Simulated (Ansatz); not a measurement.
The calculation's input:

```
crystal:
  periodic: [false, false, false]
  atoms:
    - { symbol: W, position_ang: [0.0, 0.0, 0.0] }
    - { symbol: Cl, position_ang: [0.0, 0.0, 2.74] }
    - { symbol: H, position_ang: [1.72, 0.0, 0.0] }
    - { symbol: H, position_ang: [0.0, 1.72, 0.0] }
    - { symbol: H, position_ang: [-1.72, 0.0, 0.0] }
    - { symbol: H, position_ang: [0.0, -1.72, 0.0] }
    - { symbol: H, position_ang: [0.0, 0.0, -1.72] }
    - { symbol: H, position_ang: [1.3275, 1.3829, 0.637] }
    - { symbol: H, position_ang: [1.114, 1.1605, 1.6422] }
basis:
  gaussian: { orbitals: def2-SVP }
hamiltonian:
  xc: pbe0
relax:
  f_tol: 0.15
  max_steps: 25
  restrain:
    - { distance: [0, 7], at: 2.92, k: 30.0 }
    - { distance: [8, 1], at: 2.57, k: 30.0 }
    - { distance: [0, 1], at: 2.39, k: 30.0 }
    - { distance: [8, 7], at: 0.66, k: 30.0 }
output:
  orbitals: {}
```

Run with:

```sh
ansatz run input.yaml --threads 1 --pin off --max-ram 2048MiB --backend cpu --events-out ev --progress --plain --runs-dir out
```

The fields are those of the run's last geometry, not of the input's.

Core potentials replace the inner electrons of W; not at a stationary point (largest force 1.8 eV/Å).

These are results of RKS PBE0/def2-SVP in Ansatz, not measurements.

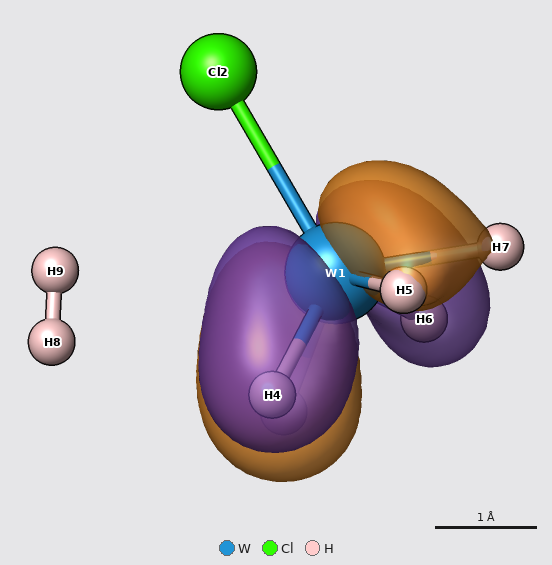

ClH₅W···H₂. The HOMO−1 at ±0.15 Å⁻³ᐟ² (orange and purple are the two phases), seen across its widest extent.

Question: Where does this orbital lie, and at what energy?

Answer: Its weight (Hirshfeld) is mainly on W1 (about 55 %), H3 (about 15 %), H4 (about 15 %) and H6 (about 10 %). Its energy is −8.76 eV.
